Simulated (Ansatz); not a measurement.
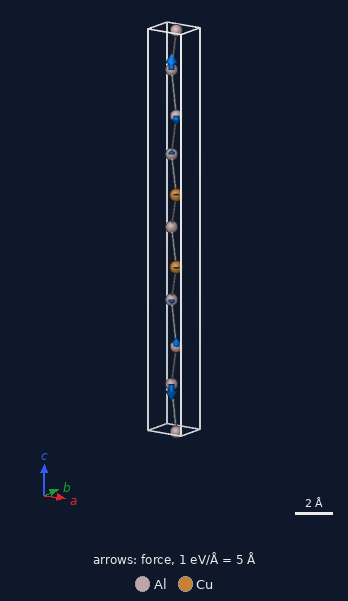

Starting geometry of crystalline Al₄Cu (a generated structure, set up in P-6m2) with the computed forces as blue arrows. A ball-and-stick model of the cell of the calculation, seen slightly off an axis.

These are results of DFT PBE, scalar-relativistic, plane waves, PAW in Ansatz, not measurements. Set-up: plane-wave cutoff 420 eV; k-point mesh 18 × 18 × 2; occupations gaussian; smearing width 0.1 eV; no spin polarisation; cell and atoms relaxed; force threshold 0.01 eV/Å; at most 80 steps.

Q: Is this structure relaxed? If not, where do the atoms go?

A: It isn't relaxed: the largest force vector, on Al atoms, is 0.19 eV/Å. The final displacements follow the starting forces only in part (cosine between the two patterns 0.80). Over 5 accepted moves (6 points after the start) the energy falls by 31.3 meV per cell of the calculation. The largest force component goes from 0.19 to 0.0022 eV/Å. Pressure: −0.38 GPa at the start and 0.02 GPa at the end. At 1 point the geometry stayed and the basis and grid were re-selected for the new cell (energy shift of 0.3 meV per cell of the calculation at most each time). The largest moves relative to the cell, 0.053 Å, are those of Al atoms. Largest moves by element: Al 0.053 Å, Cu 0.001 Å. Cell: a = b 2.860 → 2.824 Å (−1.2 %), c 22.023 → 22.431 Å (+1.9 %). Volume −0.7 %. Near-neighbour distances that change, for instance: Al–Al 2.838 → 2.899 Å, Al–Al 2.860 → 2.824 Å, Cu–Cu 2.860 → 2.824 Å, Al–Al 2.855 → 2.881 Å. The space group stays P-6m2 (No. 187).
